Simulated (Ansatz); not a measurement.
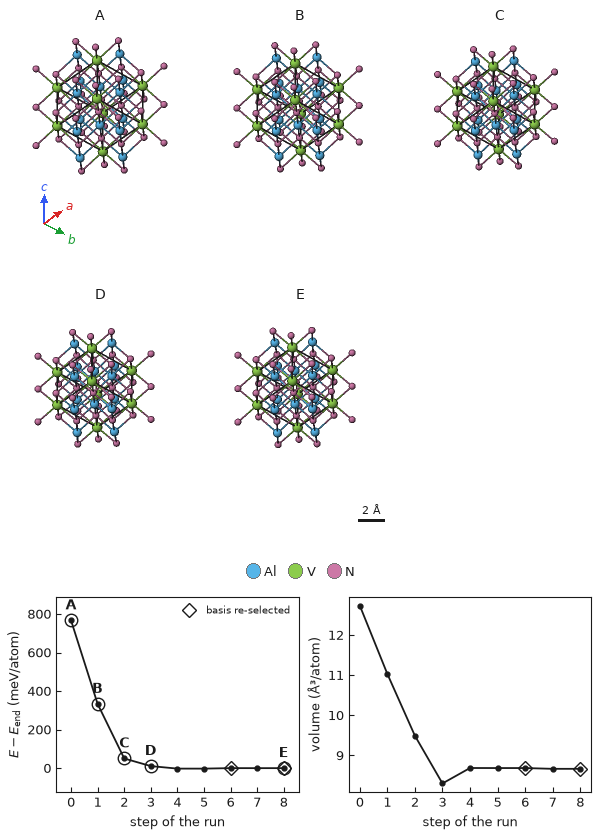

Frames of a relaxation of crystalline Al3VN4 (a generated structure, set up in Cmmm) (coarse preliminary run), marked on the history of the run. Style: ball-and-stick. Shown: the cell of the calculation, from a free direction.

Theory: DFT PBE, scalar-relativistic, plane waves, PAW in Ansatz 0.2.0. (plane-wave cutoff 420 eV; k-point mesh 4 × 4 × 6; occupations gaussian; smearing width 0.1 eV; collinear spin; cell and atoms relaxed; force threshold 0.04 eV/Å; at most 70 steps)

Describe the path.

The energy falls by 766 meV per atom in 6 accepted moves (8 points after the start). Largest force component: 0.37 eV/Å at the start, 0.0025 eV/Å at the end. Pressure: −42.58 GPa at the start and −0.02 GPa at the end. At 2 points the geometry stayed and the basis and grid were re-selected for the new cell (energy shift of 2.6 meV per atom at most each time). The largest moves relative to the cell, 0.053 Å, are those of N atoms. Al and V stay in place. Cell: a = b 5.720 → 5.058 Å (−11.6 %), c 3.302 → 2.876 Å (−12.9 %), γ 109.5° → 109.6°. Volume −31.9 %. Among the contacts that change: V–V 3.302 → 2.876 Å, Al–N 2.335 → 2.011 Å, Al–N 2.335 → 2.048 Å, N–V 2.335 → 2.086 Å. Bond angles that change, for instance: Al–N–Al 180.0° → 177.1°, V–N–V 90.0° → 87.2°, N–V–N 90.0° → 87.2°. The space group stays Cmmm (No. 65). From step 0 to 1: volume −13.4 %, energy −433 meV per atom. From step 1 to 2: N atoms move most (0.02 Å), volume −14.0 %, energy −283 meV per atom. From step 2 to 3: N atoms move most (0.02 Å), volume −12.5 %, energy −39.5 meV per atom. From step 3 to 8: volume +4.4 %, energy −10.6 meV per atom.

| step | E − E(0), meV/atom | largest force component, eV/Å | pressure, GPa | volume, Å³/atom | note |
| --- | --- | --- | --- | --- | --- |
| 0 | 0.00 | 0.3683 | -42.58 | 12.733 |  |
| 1 | -433.29 | 0.4432 | -36.06 | 11.030 |  |
| 2 | -716.24 | 0.2352 | -18.26 | 9.489 |  |
| 3 | -755.73 | 0.2211 | 11.99 | 8.301 |  |
| 4 | -768.77 | 0.0825 | -0.03 | 8.686 |  |
| 5 | -768.84 | 0.0116 | -0.04 | 8.684 |  |
| 6 | -766.28 | 0.0110 | -0.54 | 8.684 | same geometry, new basis |
| 7 | -766.38 | 0.0024 | -0.01 | 8.665 |  |
| 8 | -766.32 | 0.0025 | -0.02 | 8.665 | same geometry, new basis |
